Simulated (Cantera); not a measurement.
Feed: 1 mol V₂O₅, 0.7 mol H₂, a varied amount of N₂, at 1875 K and 26.0 Pa.

Equilibrium computed with Cantera from the NASA thermochemical tables; the gas is ideal and each condensed phase is pure. Candidate condensed phases: H₂O, V, VN, VO, V₂O₃, V₂O₄, V₂O₅; 28 gas species. Condensed phases not in the tables: the oxides between V₂O₃ and V₂O₅ other than VO₂. Equilibrium is a limit: real reactors are often held back by kinetics, nucleation or transport.

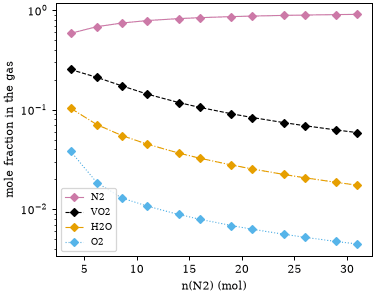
Figure. Equilibrium gas composition (values under 1e-9 drawn at 1e-9)

Question: Read off the mole fractions at 8.6 mol N₂.

Answer: N₂ about 0.75, VO₂ about 0.17, H₂O about 0.055, O₂ about 0.013.
